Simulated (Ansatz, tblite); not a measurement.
**The cluster Ti₂O₄+: one state, many levels**

How do method and basis change the picture of the cluster Ti₂O₄+ (doublet)?

Method: as each input shows; program: Ansatz 0.2.0, Gaussian basis.

Levels to be run: GFN1-xTB, GFN2-xTB, PBE-D4/def2-TZVP, r2SCAN-D4/def2-TZVP, B97M-V/def2-TZVP, BHLYP-D4/def2-TZVP, LC-ωPBE/def2-TZVP, PBE-D4/def2-SVP, PBE0-D4/def2-SVP, CCSD(T)/def2-SVP, MP2/def2-TZVP.

3 further runs of the same task are left out: 3 set aside as unsound or not needed. Runs told in other sessions of the task aren't counted.

### Step 1. The structure

The geometry is that of the doublet, from an earlier relaxation (r2SCAN-D4/def2-SVP). At that level it is the lowest of the isomers that a small search found.

6 atoms, charge 1, spin multiplicity 2.

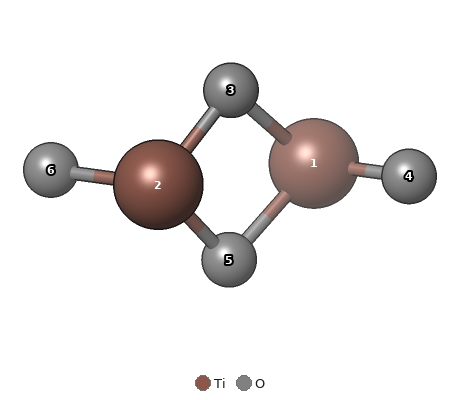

The geometry (titanium brown, oxygen grey); atoms are numbered from 1 in the order of the file.

Coordinates:

```xyz
6

Ti   -1.3805   -0.2601   -0.0867
Ti    1.2706    0.2848    0.1093
O     0.1189   -0.6406    1.0238
O    -2.2426    0.8034    0.6953
O    -0.0148    0.7220   -0.9763
O     2.2485   -0.9095   -0.7654
```

No spin-orbit coupling is included. The ion is computed in the gas phase, without counter-ions or solvent.

PBE0-D4/def2-TZVP was run before; its log isn't repeated, and its numbers join the tables.

### Step 2. GFN1-xTB

Tight binding, by tblite at 300 K electronic temperature and without a spin-polarisation term:

```python
tblite.interface.Calculator('GFN1-xTB', numbers, positions, charge=1, uhf=1).singlepoint()
```

Energy -563.2405 eV; 0.006 s.

### Step 3. GFN2-xTB

Tight binding, by tblite at 300 K electronic temperature and without a spin-polarisation term:

```python
tblite.interface.Calculator('GFN2-xTB', numbers, positions, charge=1, uhf=1).singlepoint()
```

Energy -515.6605 eV; 0.009 s.

### Step 4. PBE-D4/def2-TZVP

start.molden holds the orbitals of an earlier run on this state, given as this run's starting guess.

Input file in.yaml:

```yaml
crystal:
  periodic: [false, false, false]
  atoms:
    - {symbol: Ti, position_ang: [-1.380515, -0.260057, -0.086744]}
    - {symbol: Ti, position_ang: [1.270551, 0.284827, 0.109266]}
    - {symbol: O, position_ang: [0.118929, -0.640608, 1.023797]}
    - {symbol: O, position_ang: [-2.242607, 0.803386, 0.695329]}
    - {symbol: O, position_ang: [-0.014844, 0.721970, -0.976266]}
    - {symbol: O, position_ang: [2.248485, -0.909518, -0.765382]}
basis:
  gaussian: {orbitals: def2-TZVP, initial_orbitals: start.molden}
total_charge: 1
magnetization: {spin_polarized: true, initial_magnetization: 1}
hamiltonian: {xc: pbe, dispersion: d4}
scf: {omitted_lower_state_checks: [starts]}
output: {forces: true, orbitals: {seedname: orbitals}}
```

Command:

```console
> ansatz run in.yaml --threads 4 --pin off --events-out ev --progress --plain --max-ram 4787MiB
```

Output:

```text
Functional definition: PBE
  name "PBE"
  cite "Perdew, Burke & Ernzerhof, Phys. Rev. Lett. 77, 3865 (1996) doi:10.1103/PhysRevLett.77.3865"
  parent pbe
  parameter kappa = 0.804
  parameter beta = 0.06672455060314922
  exchange = pbe_x(kappa = kappa, mu = beta*pi^2/3)
  correlation = pbe_c(beta = beta)
these checks for a lower state are left out or cut short: starts
1430 factors; their error is unknown
mean field evaluation 1: about -54400.0945 eV, gradient 1.0e1 eV
mean field evaluation 2: about -54400.4782 eV, gradient 5.4e-1 eV
mean field evaluation 4: about -54400.4829 eV, gradient 2.2e-1 eV
mean field evaluation 8: about -54400.4831 eV, gradient 2.7e-5 eV
mean field -54400.48307504 eV, -1999.1808790361 hartree, gradient 5.2e-6 eV, S^2 0.760623; 0 other end points of the search recorded, 0 dependent functions left out
the calculation of the forces begins
reference -54400.48313166 eV, -1999.1808811165 hartree; 38, 37 occupied and 176, 177 virtual orbitals, 1430 factors
Total energy: -54400.68155587 eV, -1999.1881730719 hartree
Atom 0 at    -1.380515    -0.260057    -0.086744 Å, force     0.416151    -0.938146    -0.661681 eV/Å
Atom 1 at     1.270551     0.284827     0.109266 Å, force     1.176264     0.152762     0.022168 eV/Å
Atom 2 at     0.118929    -0.640608     1.023797 Å, force    -0.401483    -0.485625     0.630214 eV/Å
Atom 3 at    -2.242607     0.803386     0.695329 Å, force    -0.650148     0.834326     0.611845 eV/Å
Atom 4 at    -0.014844     0.721970    -0.976266 Å, force    -0.474500     0.381243    -0.642267 eV/Å
Atom 5 at     2.248485    -0.909518    -0.765382 Å, force    -0.066284     0.055440     0.039721 eV/Å
Dipole moment:     0.050087    -0.078194    -0.057808 e Å
Checks for a lower state left out: starts
```

It took 7.5 s on 4 threads of Arm Neoverse V2, shared host.

Report: HOMO -12.60 eV, LUMO -11.93 eV (over both spins); ⟨S²⟩ 0.761 (pure: 0.75).

### Step 5. r2SCAN-D4/def2-TZVP

Edit in.yaml of step 4 so:

```diff
@@ -13,4 +13,4 @@
 magnetization: {spin_polarized: true, initial_magnetization: 1}
-hamiltonian: {xc: pbe, dispersion: d4}
+hamiltonian: {xc: r2scan, dispersion: d4}
 scf: {omitted_lower_state_checks: [starts]}
-output: {forces: true, orbitals: {seedname: orbitals}}
+output: {orbitals: {seedname: orbitals}}
```

The command is unchanged.

Output (excerpt; [...] marks lines left out):

```text
Functional definition: r2SCAN
  name "r2SCAN"
  cite "Furness, Kaplan, Ning, Perdew & Sun, J. Phys. Chem. Lett. 11, 8208 (2020) doi:10.1021/acs.jpclett.0c02405"
  cite "Furness, Kaplan, Ning, Perdew & Sun, J. Phys. Chem. Lett. 11, 9248 (2020) doi:10.1021/acs.jpclett.0c03077"
  parent r2scan
[...]
1430 factors; their error is unknown
[...]
mean field -54414.89148885 eV, -1999.7103784770 hartree, gradient 4.9e-6 eV, S^2 0.764037; 0 other end points of the search recorded, 0 dependent functions left out
reference -54414.89150706 eV, -1999.7103791464 hartree; 38, 37 occupied and 176, 177 virtual orbitals, 1430 factors
Total energy: -54414.93431254 eV, -1999.7119522187 hartree
Checks for a lower state left out: starts
```

It took 35 s on 4 threads of Arm Neoverse V2, shared host; peak memory 0.77 GiB.

From the report: HOMO -12.94 eV, LUMO -11.41 eV (over both spins); ⟨S²⟩ 0.764 (pure: 0.75).

### Step 6. B97M-V/def2-TZVP

Edit in.yaml of step 5 so:

```diff
@@ -13,3 +13,3 @@
 magnetization: {spin_polarized: true, initial_magnetization: 1}
-hamiltonian: {xc: r2scan, dispersion: d4}
+hamiltonian: {xc: {name: B97M-V}}
 scf: {omitted_lower_state_checks: [starts]}
```

The command is unchanged.

Output (excerpt; [...] marks lines left out):

```text
Functional definition: B97M-V
  name "B97M-V"
  cite "Mardirossian & Head-Gordon, J. Chem. Phys. 142, 074111 (2015) doi:10.1063/1.4907719"
  cite "Becke, J. Chem. Phys. 107, 8554 (1997) doi:10.1063/1.475007"
  cite "Vydrov & Van Voorhis, J. Chem. Phys. 133, 244103 (2010) doi:10.1063/1.3521275"
  # Of w^i u^j: cxij and so on, Table III.
[...]
  gx(w, u) = cx00 + cx01*u + cx02*u^2 + (cx10 + cx11*u)*w
  gss(w, u) = css00 + css02*u^2 + css10*w + (css32*w^3 + css42*w^4)*u^2
  gos(w, u) = cos00 + cos01*u + cos03*u^3 + cos10*w + cos32*w^3*u^2
[...]
      + integral(e_c_pw_mod_opposite_spin*gos(b97_w_opposite, b97_u_opposite)) + vv10(b, c)
[...]
1430 factors; their error is unknown
[...]
mean field -54405.61851799 eV, -1999.3696030833 hartree, gradient 7.2e-6 eV, S^2 0.763715; 0 other end points of the search recorded, 0 dependent functions left out
reference -54405.61860020 eV, -1999.3696061047 hartree; 38, 37 occupied and 176, 177 virtual orbitals, 1430 factors
Total energy: -54405.61860020 eV, -1999.3696061047 hartree
Checks for a lower state left out: starts
```

Run time: 63 s. Hardware: 4 threads of Arm Neoverse V2, shared host; peak memory 1 GiB.

From the report: HOMO -13.00 eV, LUMO -11.33 eV (over both spins); ⟨S²⟩ 0.764 (pure: 0.75).

### Step 7. BHLYP-D4/def2-TZVP

Edit in.yaml of step 6 so:

```diff
@@ -13,3 +13,3 @@
 magnetization: {spin_polarized: true, initial_magnetization: 1}
-hamiltonian: {xc: {name: B97M-V}}
+hamiltonian: {xc: {name: BHLYP}, dispersion: d4}
 scf: {omitted_lower_state_checks: [starts]}
```

Launched as before.

Output:

```text
Functional definition: BHLYP
  name "BHLYP"
  cite "Becke, J. Chem. Phys. 98, 1372 (1993) doi:10.1063/1.464304"
  cite "Becke, Phys. Rev. A 38, 3098 (1988) doi:10.1103/PhysRevA.38.3098"
  cite "Lee, Yang & Parr, Phys. Rev. B 37, 785 (1988) doi:10.1103/PhysRevB.37.785"
  parameter a = 0.5
  exchange = (1 - a)*b88_x + a*exact_x
  correlation = lyp_c
these checks for a lower state are left out or cut short: starts
1748 factors; their error is unknown
mean field evaluation 1: about -54411.2826 eV, gradient 8.3e0 eV
mean field evaluation 2: about -54411.5681 eV, gradient 5.0e-1 eV
mean field evaluation 4: about -54412.1051 eV, gradient 2.1e-1 eV
mean field evaluation 8: about -54412.1052 eV, gradient 2.0e-5 eV
mean field -54412.10515646 eV, -1999.6079826505 hartree, gradient 8.1e-6 eV, S^2 0.762193; 0 other end points of the search recorded, 0 dependent functions left out
reference -54412.10533228 eV, -1999.6079891117 hartree; 38, 37 occupied and 176, 177 virtual orbitals, 1748 factors
Total energy: -54412.39445872 eV, -1999.6186143125 hartree
Checks for a lower state left out: starts
```

Run time: 28 s. Hardware: 4 threads of Arm Neoverse V2, shared host; peak memory 1.4 GiB.

From the report: HOMO -15.64 eV, LUMO -8.87 eV (over both spins); ⟨S²⟩ 0.762 (pure: 0.75).

### Step 8. LC-ωPBE/def2-TZVP

Edit in.yaml of step 7 so:

```diff
@@ -13,3 +13,3 @@
 magnetization: {spin_polarized: true, initial_magnetization: 1}
-hamiltonian: {xc: {name: BHLYP}, dispersion: d4}
+hamiltonian: {xc: {name: LC-wPBE}}
 scf: {omitted_lower_state_checks: [starts]}
```

Launched as before.

Output (excerpt; [...] marks lines left out):

```text
Functional definition: LC-wPBE
  name "LC-wPBE"
  cite "Vydrov & Scuseria, J. Chem. Phys. 125, 234109 (2006) doi:10.1063/1.2409292"
  cite "Heyd & Scuseria, J. Chem. Phys. 120, 7274 (2004) doi:10.1063/1.1668634"
  cite "Ernzerhof & Perdew, J. Chem. Phys. 109, 3313 (1998) doi:10.1063/1.476928"
  cite "Perdew, Burke & Ernzerhof, Phys. Rev. Lett. 77, 3865 (1996) doi:10.1103/PhysRevLett.77.3865"
  parent pbe
[...]
1430 factors; their error is unknown
400 factors; integrals over basis functions are off by at most 1.6e-5 eV
[...]
mean field -54403.62663362 eV, -1999.2964026829 hartree, gradient 6.0e-6 eV, S^2 0.759004; 0 other end points of the search recorded, 0 dependent functions left out
reference -54403.62663363 eV, -1999.2964026833 hartree; 38, 37 occupied and 176, 177 virtual orbitals, 1430 factors
Total energy: -54403.62663363 eV, -1999.2964026833 hartree
Checks for a lower state left out: starts
```

Wall time 18 s (4 threads of Arm Neoverse V2, shared host); peak memory 0.94 GiB.

HOMO -16.94 eV, LUMO -7.85 eV (over both spins); ⟨S²⟩ 0.759 (pure: 0.75).

### Step 9. PBE-D4/def2-SVP

Edit in.yaml of step 8 so:

```diff
@@ -10,6 +10,6 @@
 basis:
-  gaussian: {orbitals: def2-TZVP, initial_orbitals: start.molden}
+  gaussian: {orbitals: def2-SVP, initial_orbitals: start.molden}
 total_charge: 1
 magnetization: {spin_polarized: true, initial_magnetization: 1}
-hamiltonian: {xc: {name: LC-wPBE}}
+hamiltonian: {xc: pbe, dispersion: d4}
 scf: {omitted_lower_state_checks: [starts]}
```

The command is unchanged.

Output:

```text
Functional definition: PBE
  name "PBE"
  cite "Perdew, Burke & Ernzerhof, Phys. Rev. Lett. 77, 3865 (1996) doi:10.1103/PhysRevLett.77.3865"
  parent pbe
  parameter kappa = 0.804
  parameter beta = 0.06672455060314922
  exchange = pbe_x(kappa = kappa, mu = beta*pi^2/3)
  correlation = pbe_c(beta = beta)
these checks for a lower state are left out or cut short: starts
1332 factors; their error is unknown
mean field evaluation 1: about -54384.1552 eV, gradient 1.1e1 eV
mean field evaluation 2: about -54384.8172 eV, gradient 6.0e-1 eV
mean field evaluation 4: about -54384.8004 eV, gradient 2.1e-1 eV
mean field evaluation 8: about -54384.8006 eV, gradient 2.0e-5 eV
mean field -54384.80064284 eV, -1998.6045602827 hartree, gradient 7.1e-6 eV, S^2 0.761106; 0 other end points of the search recorded, 0 dependent functions left out
reference -54384.80076180 eV, -1998.6045646543 hartree; 38, 37 occupied and 80, 81 virtual orbitals, 1332 factors
Total energy: -54384.99918602 eV, -1998.6118566096 hartree
Checks for a lower state left out: starts
```

Run time: 4 s. Hardware: 4 threads of Arm Neoverse V2, shared host.

Report: HOMO -12.54 eV, LUMO -11.90 eV (over both spins); ⟨S²⟩ 0.761 (pure: 0.75).

### Step 10. PBE0-D4/def2-SVP

Edit in.yaml of step 9 so:

```diff
@@ -13,3 +13,3 @@
 magnetization: {spin_polarized: true, initial_magnetization: 1}
-hamiltonian: {xc: pbe, dispersion: d4}
+hamiltonian: {xc: pbe0, dispersion: d4}
 scf: {omitted_lower_state_checks: [starts]}
```

The command is unchanged.

Output (excerpt; [...] marks lines left out):

```text
Functional definition: PBE0
  name "PBE0"
  cite "Adamo & Barone, J. Chem. Phys. 110, 6158 (1999) doi:10.1063/1.478522"
  cite "Perdew, Burke & Ernzerhof, Phys. Rev. Lett. 77, 3865 (1996) doi:10.1103/PhysRevLett.77.3865"
  parent pbe
[...]
1206 factors; integrals over basis functions are off by at most 8.1e-4 eV
[...]
mean field -54383.69116734 eV, -1998.5637878098 hartree, gradient 3.0e-6 eV, S^2 0.763725; 0 other end points of the search recorded, 0 dependent functions left out
reference -54383.69126156 eV, -1998.5637912725 hartree; 38, 37 occupied and 80, 81 virtual orbitals, 1206 factors
Total energy: -54383.85867572 eV, -1998.5699436294 hartree
Checks for a lower state left out: starts
```

Run time: 7 s. Hardware: 4 threads of Arm Neoverse V2, shared host.

From the report: HOMO -14.20 eV, LUMO -10.46 eV (over both spins); ⟨S²⟩ 0.764 (pure: 0.75).

### Step 11. CCSD(T)/def2-SVP

Edit in.yaml of step 10 so:

```diff
@@ -13,4 +13,4 @@
 magnetization: {spin_polarized: true, initial_magnetization: 1}
-hamiltonian: {xc: pbe0, dispersion: d4}
-scf: {omitted_lower_state_checks: [starts]}
+correlation: {method: ccsd_t}
+scf: {omitted_lower_state_checks: [starts, cluster_reference]}
 output: {orbitals: {seedname: orbitals}}
```

Same command.

Output (excerpt; [...] marks lines left out):

```text
Functional definition: HF
  name "HF"
  cite "Fock, Z. Phys. 61, 126 (1930) doi:10.1007/BF01340294"
  parent pbe
[...]
1206 factors; integrals over basis functions are off by at most 8.1e-4 eV
[...]
mean field -54304.40131395 eV, -1995.6499394424 hartree, gradient 3.5e-6 eV, S^2 0.769053; 0 other end points of the search recorded, 0 dependent functions left out
14 core orbitals not correlated: weight in the atoms' cores, before any rotation towards them, 1.000 or more for the frozen orbitals, at most 0.000 for the correlated occupied ones
reference -54304.40131395 eV, -1995.6499394424 hartree; 24, 23 occupied and 80, 81 virtual orbitals, 1206 factors
second order -37.77417806 eV of doubles, -0.00000000 eV of singles
cycle   1  -32.45779278 eV  change     5.3e0 eV  update   4.5e-1
[...]
cycle  16  -35.96775518 eV  change    3.7e-6 eV  update   3.8e-5
perturbative correction -2.52259044 eV, -0.0927034888 hartree
Total energy: -54342.89165957 eV, -1997.0644335544 hartree
Checks for a lower state left out: starts, cluster_reference
```

Wall time 85 s (4 threads of Arm Neoverse V2, shared host); peak memory 1.8 GiB.

Hartree-Fock HOMO -18.07 eV, LUMO -5.13 eV (over both spins); ⟨S²⟩ 0.769 (pure: 0.75); T1 0.035.

### Step 12. MP2/def2-TZVP

Edit in.yaml of step 11 so:

```diff
@@ -10,7 +10,7 @@
 basis:
-  gaussian: {orbitals: def2-SVP, initial_orbitals: start.molden}
+  gaussian: {orbitals: def2-TZVP, initial_orbitals: start.molden}
 total_charge: 1
 magnetization: {spin_polarized: true, initial_magnetization: 1}
-correlation: {method: ccsd_t}
-scf: {omitted_lower_state_checks: [starts, cluster_reference]}
+correlation: {method: mp2}
+scf: {omitted_lower_state_checks: [starts]}
 output: {orbitals: {seedname: orbitals}}
```

Launched as before.

Output:

```text
Functional definition: HF
  name "HF"
  cite "Fock, Z. Phys. 61, 126 (1930) doi:10.1007/BF01340294"
  parent pbe
  exchange = exact_x
  correlation = 0
these checks for a lower state are left out or cut short: starts
1629 factors; integrals over basis functions are off by at most 9.0e-4 eV
mean field evaluation 1: about -54318.3346 eV, gradient 2.9e1 eV
mean field evaluation 2: about -54320.9894 eV, gradient 3.2e0 eV
mean field evaluation 4: about -54321.1270 eV, gradient 2.5e-1 eV
mean field evaluation 8: about -54321.1276 eV, gradient 4.0e-6 eV
mean field -54321.12764821 eV, -1996.2646208890 hartree, gradient 4.0e-6 eV, S^2 0.766293; 0 other end points of the search recorded, 0 dependent functions left out
14 core orbitals not correlated: weight in the atoms' cores, before any rotation towards them, 1.000 or more for the frozen orbitals, at most 0.000 for the correlated occupied ones
reference -54321.12764821 eV, -1996.2646208890 hartree; 24, 23 occupied and 176, 177 virtual orbitals, 1629 factors
second order -46.80746272 eV of doubles, -0.00000000 eV of singles
Total energy: -54367.93511093 eV, -1997.9847634165 hartree
Checks for a lower state left out: starts
```

Wall time 10 s (4 threads of Arm Neoverse V2, shared host); peak memory 0.71 GiB.

Report: Hartree-Fock HOMO -17.85 eV, LUMO -5.07 eV (over both spins); ⟨S²⟩ 0.766 (pure: 0.75).

### Step 13. Comparison

```
              level  functions  HOMO (eV)  LUMO (eV)  gap (eV)   ⟨S²⟩   time
    PBE-D4/def2-SVP        118     -12.54     -11.90      0.64  0.761    4 s
   PBE-D4/def2-TZVP        214     -12.60     -11.93      0.67  0.761  7.5 s
r2SCAN-D4/def2-TZVP        214     -12.94     -11.41      1.54  0.764   35 s
   B97M-V/def2-TZVP        214     -13.00     -11.33      1.67  0.764   63 s
   PBE0-D4/def2-SVP        118     -14.20     -10.46      3.74  0.764    7 s
  PBE0-D4/def2-TZVP        214     -14.16     -10.40      3.76  0.763   26 s
 BHLYP-D4/def2-TZVP        214     -15.64      -8.87      6.76  0.762   28 s
  LC-ωPBE/def2-TZVP        214     -16.94      -7.85      9.09  0.759   18 s
```

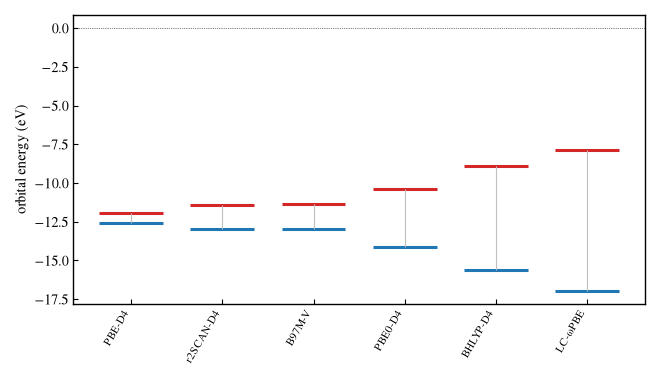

Highest filled (blue) and lowest empty (red) level in def2-TZVP, over both spins.

The pieces so far (eV):

| basis | HF | MP2 correlation | CCSD correlation | (T) | total |
| --- | --- | --- | --- | --- | --- |
| def2-SVP | -54304.4013 | -37.7742 | -35.9678 | -2.5226 | -54342.8917 |
| def2-TZVP | -54321.1276 | -46.8075 |  |  | -54367.9351 (MP2) |

The correlation energy is far from converged in these sets, so it jumps between bases; where outer-core shells are correlated, the sets cover them unevenly.

### Step 14. Summary of results

```
                                                  quantity                                value
 gap in def2-TZVP, named functionals, smallest and largest  0.67 eV (PBE-D4), 9.09 eV (LC-ωPBE)
                      correlation energy, CCSD(T)/def2-SVP                            -38.49 eV
                         correlation energy, MP2/def2-TZVP                            -46.81 eV
⟨S²⟩ in def2-TZVP, named functionals, smallest and largest                         0.759, 0.764
           PBE0 total energy, smallest basis above largest       15.80 eV (def2-SVP, def2-TZVP)
```

**Reading.** Over the named functionals in def2-TZVP the gap runs from 0.67 eV (PBE-D4) to 9.09 eV (LC-ωPBE); exact exchange widens it. Over the named functionals in def2-TZVP spin contamination reaches 0.01 (r2SCAN-D4), which is small.

The slowest run with a step of its own, CCSD(T)/def2-SVP, took 85 s; the quickest functional in def2-TZVP took 7.5 s (shared host).
